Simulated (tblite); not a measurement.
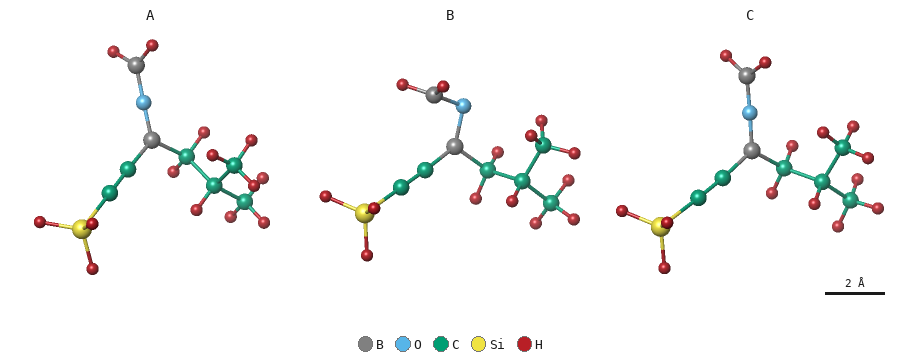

3 geometries from one relaxation of C6H14B2OSi, in shuffled order. The picture is a ball-and-stick view, seen at a tilt.

Computed with tblite, GFN2-xTB geometry optimisation, gas phase. 

Order the frames from highest to lowest energy.

B, C, A. They are steps 0, 78, 273, at +1.629 eV, +0.040 eV relative to the last. After 273 geometry steps the energy has fallen by 1.629 eV. The atom that moves furthest after the best rigid fit is an H atom (1.95 Å). Largest moves by element: H 1.95 Å, B 1.43 Å, C 0.96 Å, Si 0.84 Å, O 0.68 Å. Some distances before and after: B–O 1.470 → 1.294 Å, B–O 1.457 → 1.306 Å, C–H 1.127 → 1.089 Å, C–Si 1.823 → 1.847 Å. Among the angles between lasting bonds that change: B–O–B 106.1° → 179.0°, C–C–C 105.4° → 110.7°, C–C–H 113.5° → 108.3°. Groups turn about C–C by about 25°. The run took 3 s on 1 thread of Arm Neoverse V1 (shared host).
